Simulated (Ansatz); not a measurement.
# Run report: B6H2, geometry relaxation

B6H2, computed with RKS PBE0-D4/def2-SVP (Ansatz 0.2.0).

The geometry: GFN2-xTB start. Figures and captions count atoms from 1; the log counts them from 0 in places.

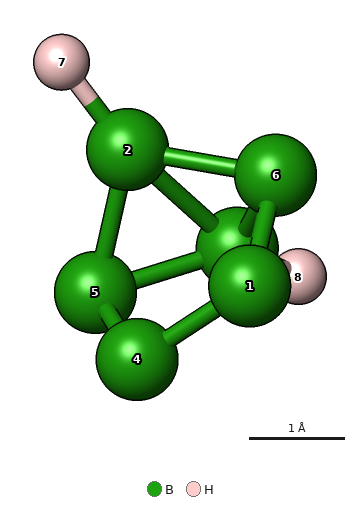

**Figure 1.** The input geometry (ball-and-stick view, seen at a tilt; atoms are numbered from 1 in the order of the input). Bond lengths as drawn: B–B 1.50 to 1.84 Å and B–H 1.17 Å.

Input file:
```yaml
crystal:
  periodic: [false, false, false]
  atoms:
    - {symbol: B, position_ang: [1.245070, -0.912900, 0.610960]}
    - {symbol: B, position_ang: [-0.246790, 0.870340, 0.546490]}
    - {symbol: B, position_ang: [-0.131530, -0.038480, -1.046260]}
    - {symbol: B, position_ang: [-0.175690, -1.441560, 0.807430]}
    - {symbol: B, position_ang: [-1.120090, -0.455000, 0.179220]}
    - {symbol: B, position_ang: [1.150940, 0.387300, -0.137050]}
    - {symbol: H, position_ang: [-0.483860, 1.783660, 1.242290]}
    - {symbol: H, position_ang: [-0.238040, -0.193380, -2.203080]}
basis:
  gaussian: {orbitals: def2-SVP}
hamiltonian: {xc: pbe0, dispersion: d4}
scf: {omitted_lower_state_checks: [starts]}
output: {orbitals: {seedname: orbitals}}
relax: {f_tol: 0.02, max_steps: 100}
```

Command:
```bash
ansatz run in.yaml --threads 4 --pin off --events-out ev --progress --plain --max-ram 3916MiB
```

Log:
```
Functional definition: PBE0
  name "PBE0"
  cite "Adamo & Barone, J. Chem. Phys. 110, 6158 (1999) doi:10.1063/1.478522"
  cite "Perdew, Burke & Ernzerhof, Phys. Rev. Lett. 77, 3865 (1996) doi:10.1103/PhysRevLett.77.3865"
  parent pbe
  parameter a = 0.25
  parameter kappa = 0.804
  parameter beta = 0.06672455060314922
  exchange = (1 - a)*pbe_x(kappa = kappa, mu = beta*pi^2/3) + a*exact_x
  correlation = pbe_c(beta = beta)
these checks for a lower state are left out or cut short: starts
1096 factors; integrals over basis functions are off by at most 3.2e-4 eV
mean field evaluation 1: about -4067.0138 eV, gradient 4.7e1 eV
mean field evaluation 2: about -4055.8953 eV, gradient 7.5e1 eV
mean field evaluation 4: about -4074.2236 eV, gradient 6.0e0 eV
mean field evaluation 8: about -4074.3382 eV, gradient 6.7e-2 eV
mean field evaluation 16: about -4074.3382 eV, gradient 1.6e-5 eV
mean field -4074.33818954 eV, -149.7291667801 hartree, gradient 1.6e-5 eV, S^2 0.000000; 0 other end points of the search recorded, 0 dependent functions left out
the calculation of the forces begins
reference -4074.33821645 eV, -149.7291677688 hartree; 16, 16 occupied and 78, 78 virtual orbitals, 1096 factors
relax step   1: F+E_penalty+E_count = -4074.53461336 eV  Δ(F+E_penalty+E_count) = +0.000e0 eV  max|allowed force component| = 1.760e0 eV/Å  Δτ_max = 0.0000 Å  (28 SCF iters, accepted)
these checks for a lower state are left out or cut short: starts, cluster_reference, orbital_swaps, neighbouring_geometries, increment
1096 factors; integrals over basis functions are off by at most 3.8e-4 eV
mean field -4074.56002001 eV, -149.7373188994 hartree, gradient 1.8e-5 eV, S^2 0.000000; 0 other end points of the search recorded, 0 dependent functions left out
the calculation of the forces begins
reference -4074.56004697 eV, -149.7373198903 hartree; 16, 16 occupied and 78, 78 virtual orbitals, 1096 factors
relax step   2: F+E_penalty+E_count = -4074.75478556 eV  Δ(F+E_penalty+E_count) = -2.202e-1 eV  max|allowed force component| = 8.452e-1 eV/Å  Δτ_max = 0.0511 Å  (31 SCF iters, accepted)
these checks for a lower state are left out or cut short: starts, cluster_reference, orbital_swaps, neighbouring_geometries, increment
1096 factors; integrals over basis functions are off by at most 4.0e-4 eV
mean field -4074.62525678 eV, -149.7397163064 hartree, gradient 1.6e-5 eV, S^2 0.000000; 0 other end points of the search recorded, 0 dependent functions left out
the calculation of the forces begins
reference -4074.62528376 eV, -149.7397172980 hartree; 16, 16 occupied and 78, 78 virtual orbitals, 1096 factors
relax step   3: F+E_penalty+E_count = -4074.81482654 eV  Δ(F+E_penalty+E_count) = -6.004e-2 eV  max|allowed force component| = 8.251e-2 eV/Å  Δτ_max = 0.0567 Å  (30 SCF iters, accepted)
these checks for a lower state are left out or cut short: starts, cluster_reference, orbital_swaps, neighbouring_geometries, increment
1096 factors; integrals over basis functions are off by at most 4.0e-4 eV
mean field evaluation 32: about -4074.6284 eV, gradient 5.8e-1 eV
mean field -4074.62852745 eV, -149.7398365015 hartree, gradient 1.7e-5 eV, S^2 0.000000; 0 other end points of the search recorded, 0 dependent functions left out
the calculation of the forces begins
reference -4074.62855444 eV, -149.7398374932 hartree; 16, 16 occupied and 78, 78 virtual orbitals, 1096 factors
relax step   4: F+E_penalty+E_count = -4074.81657832 eV  Δ(F+E_penalty+E_count) = -1.752e-3 eV  max|allowed force component| = 6.936e-2 eV/Å  Δτ_max = 0.0138 Å  (32 SCF iters, accepted)
these checks for a lower state are left out or cut short: starts, cluster_reference, orbital_swaps, neighbouring_geometries, increment
1096 factors; integrals over basis functions are off by at most 3.9e-4 eV
mean field -4074.63013206 eV, -149.7398954696 hartree, gradient 1.3e-5 eV, S^2 0.000000; 0 other end points of the search recorded, 0 dependent functions left out
the calculation of the forces begins
reference -4074.63015905 eV, -149.7398964616 hartree; 16, 16 occupied and 78, 78 virtual orbitals, 1096 factors
relax step   5: F+E_penalty+E_count = -4074.81699008 eV  Δ(F+E_penalty+E_count) = -4.118e-4 eV  max|allowed force component| = 1.612e-2 eV/Å  Δτ_max = 0.0055 Å  (27 SCF iters, accepted)
```

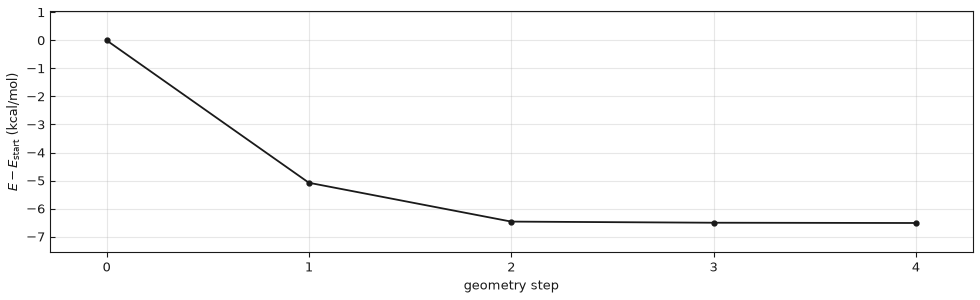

**Figure 2.** Progress of the relaxation, step by step (the first geometry is step 0 here and step 1 in the log).

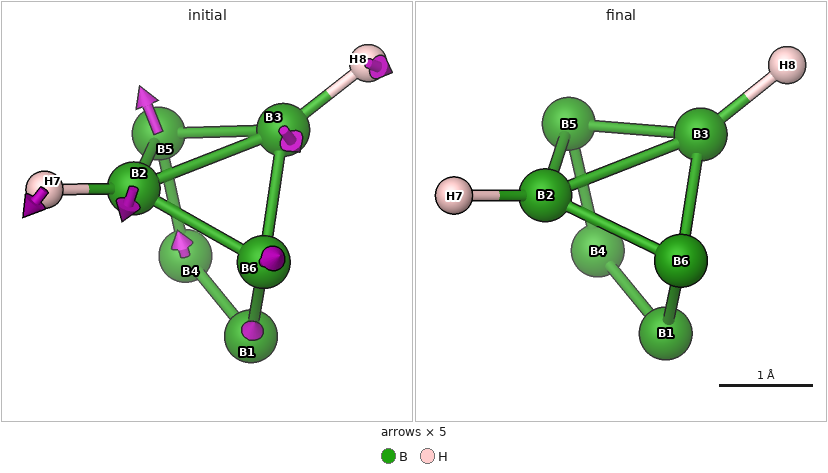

**Figure 3.** Before (left) and after (right) the relaxation, at one scale (ball-and-stick view, seen at a tilt). The pink arrows give the displacements, magnified 5 times. The largest moves after the best rigid fit, 0.11 Å, are those of B5 and B6. Largest moves by element: B 0.11 Å, H 0.08 Å. Among the contacts that change: B2–B3 1.837 → 1.910 Å, B1–B4 1.529 → 1.577 Å, B1–B6 1.503 → 1.540 Å, B2–B5 1.629 → 1.664 Å. Among the angles that change: B1–B6–B2 95.8° → 88.0°, B5–B2–B6 97.1° → 103.1°, B5–B2–H7 131.2° → 128.4°. After 4 geometry steps the energy has fallen by 6.51 kcal/mol. Largest force component: 1.8 eV/Å at the start, 0.016 eV/Å at the end. (Atoms are counted from 1 in the order of the input.)

```
these checks for a lower state are left out or cut short: starts
1096 factors; integrals over basis functions are off by at most 3.9e-4 eV
mean field -4074.63013206 eV, -149.7398954696 hartree, gradient 1.3e-5 eV, S^2 0.000000; 0 other end points of the search recorded, 0 dependent functions left out
the calculation of the forces begins
reference -4074.63015905 eV, -149.7398964616 hartree; 16, 16 occupied and 78, 78 virtual orbitals, 1096 factors
Total energy: -4074.81701708 eV, -149.7467633674 hartree
Atom 0 at     1.246021    -0.856050     0.579129 Å, force    -0.003957     0.001496    -0.001235 eV/Å
Atom 1 at    -0.217743     0.821319     0.617002 Å, force    -0.000293     0.004151     0.002642 eV/Å
Atom 2 at    -0.098766    -0.125074    -1.037953 Å, force    -0.001517    -0.000860    -0.003961 eV/Å
Atom 3 at    -0.220646    -1.399249     0.784409 Å, force     0.001508     0.004480    -0.002502 eV/Å
Atom 4 at    -1.225032    -0.418443     0.151360 Å, force    -0.009269    -0.012376     0.006090 eV/Å
Atom 5 at     1.197834     0.478522    -0.187708 Å, force     0.016116    -0.002544     0.002790 eV/Å
Atom 6 at    -0.468021     1.764186     1.320974 Å, force    -0.001263     0.000094    -0.006327 eV/Å
Atom 7 at    -0.213636    -0.265231    -2.227212 Å, force    -0.001324     0.005558     0.002501 eV/Å
Dipole moment:     0.014992    -0.032967     0.019940 e Å
Checks for a lower state left out: starts
```

Trajectory as extended XYZ (Å, eV, eV/Å), 5 frames, from step=1 to step=5:
```
8
Properties=species:S:1:pos:R:3:forces:R:3 step=1 energy=-4074.53461
B     1.2451   -0.9129    0.6110    1.3972  -0.1896   0.2117
B    -0.2468    0.8703    0.5465    0.2200  -0.3313   0.7171
B    -0.1315   -0.0385   -1.0463    0.2869  -0.7809  -0.0592
B    -0.1757   -1.4416    0.8074   -0.8514  -1.0159   0.5217
B    -1.1201   -0.4550    0.1792   -1.7603   0.3400  -0.3013
B     1.1509    0.3873   -0.1371    0.9934   1.3569  -0.7070
H    -0.4839    1.7837    1.2423   -0.1858   0.6275   0.3798
H    -0.2380   -0.1934   -2.2031   -0.1001  -0.0068  -0.7627
8
Properties=species:S:1:pos:R:3:forces:R:3 step=2 energy=-4074.75479
B     1.2588   -0.8956    0.6025    0.2450  -0.1524   0.1059
B    -0.2317    0.8453    0.5863    0.0863  -0.0801   0.3713
B    -0.1135   -0.0863   -1.0443    0.1161  -0.3613  -0.1135
B    -0.1991   -1.4365    0.8062   -0.0571  -0.2612   0.1460
B    -1.1645   -0.4433    0.1695   -0.8452   0.1144  -0.1211
B     1.1738    0.4233   -0.1571    0.5127   0.6166  -0.3166
H    -0.4865    1.7953    1.2630   -0.0431   0.1534   0.1283
H    -0.2373   -0.2022   -2.2262   -0.0148  -0.0294  -0.2004
8
Properties=species:S:1:pos:R:3:forces:R:3 step=3 energy=-4074.81483
B     1.2523   -0.8658    0.5855   -0.0817   0.0424  -0.0301
B    -0.2193    0.8261    0.6206    0.0053  -0.0149  -0.0333
B    -0.0990   -0.1261   -1.0445   -0.0071   0.0223   0.0328
B    -0.2177   -1.4103    0.7918    0.0256   0.0825  -0.0479
B    -1.2145   -0.4217    0.1537   -0.0274  -0.0506   0.0255
B     1.1929    0.4697   -0.1833    0.0568  -0.0180   0.0161
H    -0.4744    1.7785    1.3127    0.0153  -0.0464  -0.0092
H    -0.2204   -0.2505   -2.2365    0.0132  -0.0173   0.0462
8
Properties=species:S:1:pos:R:3:forces:R:3 step=4 energy=-4074.81658
B     1.2488   -0.8589    0.5812   -0.0694  -0.0037  -0.0035
B    -0.2186    0.8242    0.6189    0.0090  -0.0303  -0.0289
B    -0.0991   -0.1252   -1.0415    0.0011   0.0083   0.0414
B    -0.2204   -1.4034    0.7866    0.0523   0.0430  -0.0203
B    -1.2219   -0.4196    0.1522    0.0043  -0.0019   0.0005
B     1.1966    0.4759   -0.1863   -0.0027  -0.0038   0.0028
H    -0.4699    1.7693    1.3204    0.0032  -0.0141  -0.0103
H    -0.2154   -0.2623   -2.2316    0.0021   0.0024   0.0183
8
Properties=species:S:1:pos:R:3:forces:R:3 step=5 energy=-4074.81699
B     1.2460   -0.8560    0.5791   -0.0040   0.0015  -0.0012
B    -0.2177    0.8213    0.6170   -0.0003   0.0042   0.0026
B    -0.0988   -0.1251   -1.0380   -0.0015  -0.0009  -0.0040
B    -0.2206   -1.3992    0.7844    0.0015   0.0045  -0.0025
B    -1.2250   -0.4184    0.1514   -0.0093  -0.0124   0.0061
B     1.1978    0.4785   -0.1877    0.0161  -0.0025   0.0028
H    -0.4680    1.7642    1.3210   -0.0013   0.0001  -0.0063
H    -0.2136   -0.2652   -2.2272   -0.0013   0.0056   0.0025
```

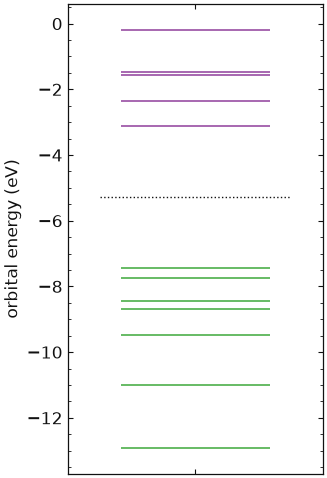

**Figure 4.** Orbital energies near the frontier; the dotted line parts filled from empty levels, and levels within 0.02 eV of each other stand side by side. Highest filled −7.43 eV, lowest empty −3.12 eV, 4.31 eV apart.

Results in brief:

```tsv
quantity	value
outcome	converged
total energy	−4074.8170 eV
mean-field energy	−4074.6302 eV
dispersion energy	−0.1869 eV
SCF solution under orbital rotations	stable
HOMO	−7.43 eV
LUMO	−3.12 eV
largest force (length of the vector) at the end	0.017 eV/Å
dipole moment	0.20 D
hardware	4 threads of Arm Neoverse V2, 23 GiB of memory available, shared host
wall time	6.5 s (CPU time 23 s)
peak memory	0.18 GiB
```
